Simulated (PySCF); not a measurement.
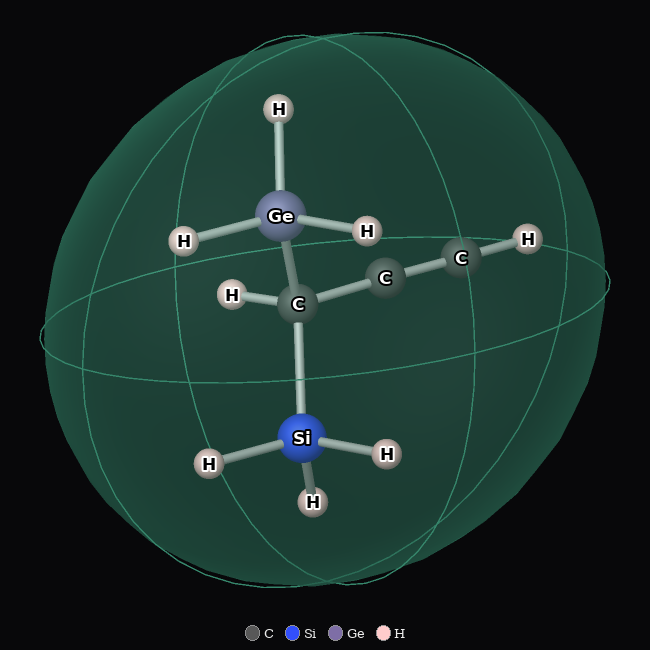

The ellipsoid shows the static dipole polarisability: its half-axes are proportional to the principal values. The geometry was computed by an optimisation with PBE0-D3(BJ)/def2-SVP. No frequency run is at hand to confirm it as a minimum. Computed with ωB97X-D/def2-SVPD (PySCF 2.14.0).

Give the principal values, the mean and the anisotropy.

Answer. Principal values 76.3, 95.8, 111.0 bohr³; mean 94.4 bohr³ (13.98 Å³); anisotropy 30.1 bohr³, so the longest axis is 1.45 times the shortest.
